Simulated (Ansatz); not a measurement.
System (SMILES): [Al][Cl] (Al-Cl) (closed-shell singlet).
Atoms: Al1, Cl2. Bonds: Al1-Cl2.

Basis-set convergence of the highest harmonic wavenumber at PBE0 with Ansatz (an electronic-structure program). Each level at its own minimum, finite differences of forces, unscaled; the reference is a large set that could be run, not a limit. Cartesian d functions, on some or all atoms, in 6-311G**; all else is spherical. The program fits the integrals of some runs and decomposes those of others, by size. No added dispersion term, no relativity. Reference: the value in pcseg-3, 471 cm⁻¹, itself unsure by roughly 1 cm⁻¹ (its mean distance from cc-pV(Q+d)Z, aug-pcseg-2, aug-cc-pV(T+d)Z). Deviations are taken from unrounded values.

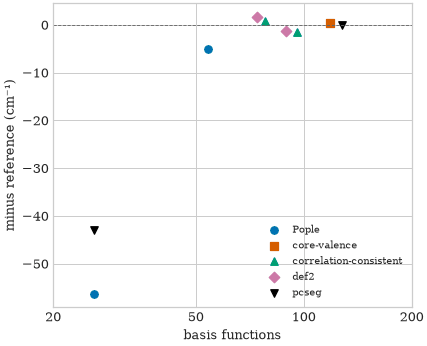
Fig. 1. Deviation from the reference against the number of basis functions, by family of sets.

| basis | functions | highest harmonic wavenumber (cm⁻¹) | minus reference (cm⁻¹) |
|---|---|---|---|
| 6-31G | 26 | 415 | -56 |
| pcseg-0 | 26 | 428 | -43 |
| 6-311G** | 54 | 466 | -5 |
| def2-TZVP | 74 | 473 | 2 |
| cc-pV(T+d)Z | 78 | 472 | 1 |
| def2-TZVPD | 89 | 470 | -1 |
| jun-cc-pV(T+d)Z | 96 | 470 | -1 |
| cc-pCVTZ | 118 | 471 | 0 |
| pcseg-3 | 128 | 471 | 0 |
